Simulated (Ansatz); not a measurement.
# One shape, several levels: PH2F (phosphinous fluoride(8ci,9ci))

We compute a comparison of 6 runs (UHF/STO-3G, BHLYP/STO-3G, PBE/STO-3G, SVWN5/STO-3G, UPBE/STO-3G, CCSDTQ/STO-3G) of PH2F (phosphinous fluoride(8ci,9ci)). 

The calculation is run with Ansatz 0.2.0.

50 further runs of the same task are left out: 50 set aside as unsound or not needed.

## 1. The molecule

The species is PH2F (4 atoms), meant as a singlet with charge 0. SMILES: `FP`. The H3–P2 distance was set to 2.812 Å, away from the relaxed value. At this shape a bond of the SMILES string is far longer than usual.

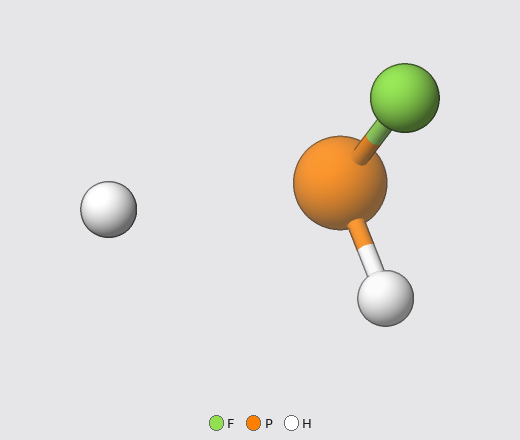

The structure, seen from a chosen angle (fluorine green, phosphorus orange, hydrogen white).

## 2. The energy at UHF/STO-3G (run 1)

in.yaml reads:

```yaml
crystal:
  periodic: [false, false, false]
  atoms:
    - {symbol: F, position_ang: [2.142420, -0.274490, -0.572770]}
    - {symbol: P, position_ang: [0.909850, -1.312420, -0.829780]}
    - {symbol: H, position_ang: [-1.053910, 0.574260, -0.129560]}
    - {symbol: H, position_ang: [0.947280, -1.817370, 0.481790]}
basis:
  gaussian:
    orbitals: STO-3G
magnetization:
  spin_polarized: true
hamiltonian:
  xc: hf
accuracy: high
```

Started as:

```console
$ ansatz run in.yaml --threads 1 --pin off --max-ram 2610MiB --events-out events.jsonl --progress --plain --runs-dir runs
```

The program printed:

```text
Warning: RAYON_NUM_THREADS=1 ignored (pool sized by the plan → 1); use --threads N
Functional definition: HF
  name "HF"
  exchange = exact_x
  correlation = 0
266 factors; integrals over basis functions are off by at most 2.6e-8 eV
mean field evaluation 1: about -11853.9382 eV, gradient 1.6e1 eV
mean field evaluation 2: about -11853.9810 eV, gradient 1.6e1 eV
mean field evaluation 4: about -11859.0126 eV, gradient 2.1e0 eV
mean field evaluation 8: about -11859.0936 eV, gradient 1.7e-2 eV
mean field evaluation 16: about -11863.0469 eV, gradient 7.9e-1 eV
mean field evaluation 32: about -11863.0503 eV, gradient 1.1e-1 eV
mean field evaluation 64: about -11859.0358 eV, gradient 5.6e-1 eV
mean field -11863.05046786 eV, -435.9590636294 hartree, gradient 2.4e-8 eV, S^2 0.975909; 3 other end points of the search recorded, 0 dependent functions left out
reference -11863.05046786 eV, -435.9590636294 hartree; 13, 13 occupied and 3, 3 virtual orbitals, 266 factors
Total energy: -11863.05046786 eV, -435.9590636294 hartree
```

Wall time 0.12 s (1 thread of Arm Neoverse V2, shared host).

## 3. A single-point energy at BHLYP/STO-3G (run 2)

input.yaml reads:

```yaml
crystal:
  periodic: [false, false, false]
  atoms:
    - symbol: F
      position_ang: [2.142420, -0.274490, -0.572770]
    - symbol: P
      position_ang: [0.909850, -1.312420, -0.829780]
    - symbol: H
      position_ang: [-1.053910, 0.574260, -0.129560]
    - symbol: H
      position_ang: [0.947280, -1.817370, 0.481790]
basis:
  gaussian: {orbitals: STO-3G}
hamiltonian: {xc: {name: BHLYP}}
accuracy: high
```

Started as:

```console
$ ansatz run input.yaml --threads 1 --pin off --max-ram 2610MiB --events-out events.jsonl --progress --plain --runs-dir runs
```

The program printed:

```text
Warning: RAYON_NUM_THREADS=1 ignored (pool sized by the plan → 1); use --threads N
Functional definition: BHLYP
  name "BHLYP"
  parameter a = 0.5
  exchange = (1 - a)*b88_x + a*exact_x
  correlation = lyp_c
266 factors; integrals over basis functions are off by at most 2.6e-8 eV
mean field evaluation 1: about -11879.4729 eV, gradient 2.5e1 eV
mean field evaluation 2: about -11873.8049 eV, gradient 2.6e1 eV
mean field evaluation 4: about -11885.7704 eV, gradient 5.8e0 eV
mean field evaluation 8: about -11885.9822 eV, gradient 5.0e-1 eV
mean field evaluation 16: about -11885.9936 eV, gradient 1.2e-4 eV
mean field -11885.99356881 eV, -436.8022070381 hartree, gradient 1.8e-8 eV, S^2 0.000000; 0 other end points of the search recorded, 0 dependent functions left out
reference -11885.99358467 eV, -436.8022076206 hartree; 13, 13 occupied and 3, 3 virtual orbitals, 266 factors
Total energy: -11885.99358467 eV, -436.8022076206 hartree
```

It took 0.62 s on 1 thread of Arm Neoverse V2, shared host.

## 4. The energy at PBE/STO-3G (run 3)

in.yaml reads:

```yaml
crystal:
  periodic: [false, false, false]
  atoms:
    - symbol: F
      position_ang: [2.142420, -0.274490, -0.572770]
    - symbol: P
      position_ang: [0.909850, -1.312420, -0.829780]
    - symbol: H
      position_ang: [-1.053910, 0.574260, -0.129560]
    - symbol: H
      position_ang: [0.947280, -1.817370, 0.481790]
basis:
  gaussian:
    orbitals: STO-3G
hamiltonian:
  xc: {name: PBE}
accuracy: high
```

Started as:

```console
$ ansatz run in.yaml --threads 1 --pin off --max-ram 2610MiB --events-out events.jsonl --progress --plain --runs-dir runs
```

The program printed:

```text
Warning: RAYON_NUM_THREADS=1 ignored (pool sized by the plan → 1); use --threads N
Functional definition: PBE
  name "PBE"
  parameter kappa = 0.804
  parameter beta = 0.06672455060314922
  exchange = pbe_x(kappa = kappa, mu = beta*pi^2/3)
  correlation = pbe_c(beta = beta)
266 factors; integrals over basis functions are off by at most 2.6e-8 eV
mean field evaluation 1: about -11872.9928 eV, gradient 2.3e1 eV
mean field evaluation 2: about -11864.6989 eV, gradient 2.8e1 eV
mean field evaluation 4: about -11879.7481 eV, gradient 1.3e1 eV
mean field evaluation 8: about -11877.2492 eV, gradient 1.9e1 eV
mean field evaluation 16: about -11880.6685 eV, gradient 9.3e-9 eV
mean field -11880.66851561 eV, -436.6065149422 hartree, gradient 5.9e-8 eV, S^2 0.000000; 0 other end points of the search recorded, 0 dependent functions left out
reference -11880.66851709 eV, -436.6065149966 hartree; 13, 13 occupied and 3, 3 virtual orbitals, 266 factors
Total energy: -11880.66851709 eV, -436.6065149966 hartree
```

It took 0.66 s on 1 thread of Arm Neoverse V2, shared host.

Runs 4 to 5 aren't shown in full; the table further down has their settings and results.

## 5. The energy at CCSDTQ/STO-3G (run 6)

in.yaml: that of step 4 with these lines changed.

```diff
@@ -1 +1,4 @@
+basis:
+  gaussian:
+    orbitals: STO-3G
 crystal:
@@ -11,7 +14,7 @@
       position_ang: [0.947280, -1.817370, 0.481790]
-basis:
-  gaussian:
-    orbitals: STO-3G
-hamiltonian:
-  xc: {name: PBE}
+correlation:
+  method: ccsdtq
+  frozen_orbitals: {F: 1, H: 0, P: 5}
 accuracy: high
+scf:
+  omitted_lower_state_checks: [cluster_reference, increment]
```

Started as:

```console
$ ansatz run in.yaml --threads 1 --pin off --max-ram 2610MiB --events-out events.jsonl --progress --plain --runs-dir runs
```

The program printed:

```text
Warning: RAYON_NUM_THREADS=1 ignored (pool sized by the plan → 1); use --threads N
[... 11 lines left out ...]
6 core orbitals not correlated: weight in the atoms' cores, before any rotation towards them, 1.000 or more for the frozen orbitals, at most 0.000 for the correlated occupied ones
[... 39 lines left out ...]
WARN: these amplitudes may be one of several solutions (largest doubles amplitude 0.71, level shift 9.58 eV)
Total energy: -11864.91357093 eV, -436.0275314045 hartree
Checks for a lower state left out: cluster_reference, increment
```

It took 2.1 s on 1 thread of Arm Neoverse V2, shared host; peak memory 0.093 GiB.

## 6. All runs side by side

| run | level | frozen core orbitals | energy (Eh) | wall time |
| --- | --- | --- | --- | --- |
| 1 | UHF/STO-3G | – | -435.959064 | 0.12 s |
| 2 | BHLYP/STO-3G | – | -436.802208 | 0.62 s |
| 3 | PBE/STO-3G | – | -436.606515 | 0.66 s |
| 4 | SVWN5/STO-3G | – | -434.899156 | 0.48 s |
| 5 | UPBE/STO-3G | – | -436.622243 | 2.4 s |
| 6 | CCSDTQ/STO-3G | 6 | -436.027531 | 2.1 s |

## 7. What came out

| quantity | value |
| --- | --- |
| run 6: total energy | -436.02753 Eh |
| run 6: correlation energy (6 core orbitals frozen) | -213.9 mEh |
| run 6: T1 diagnostic | 0.032 |

Totals of different functionals can't be ranked against each other. In run 6 the log says that unrestricted orbitals would lower the reference, so the values rest on an unstable closed-shell determinant (other closed-shell runs at this shape may share the fault). In runs 1, 2, 3, 4, 5, 6 the basis is minimal, so the values are rough. In runs 2, 3, 4 a closed-shell determinant meets a far-stretched bond, which it describes badly. Spin contamination of the reference: run 1 ⟨S²⟩ = 0.98, run 5 ⟨S²⟩ = 0.80. Where it is this large, the reference is a mixture of spin states, and values that rest on it are in doubt. All runs together took 6.4 s, the longest 2.4 s.
